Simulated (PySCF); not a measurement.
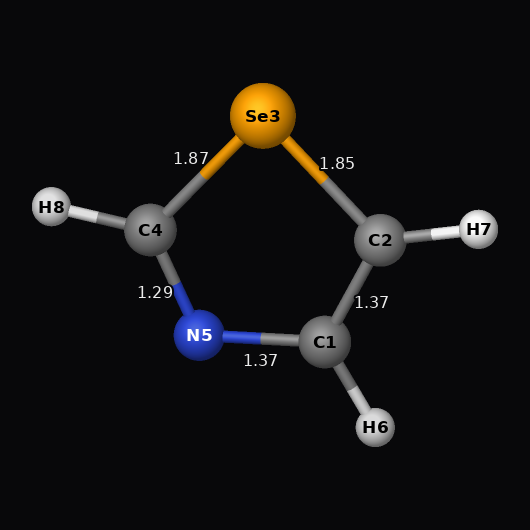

Bond lengths are marked in Å; every bond is drawn as one stick. The computed structure is the end point of a PBE0-D3(BJ)/def2-SVP optimisation. No frequency run is at hand to confirm it as a minimum.

Question: Which of the marked bonds are single, double, triple or aromatic?

Answer: C1–C2 aromatic; C1–N5 aromatic; C2–Se3 aromatic; Se3–C4 aromatic; C4–N5 aromatic.

Question: Give the structure as SMILES.

Answer: c1c[se]cn1
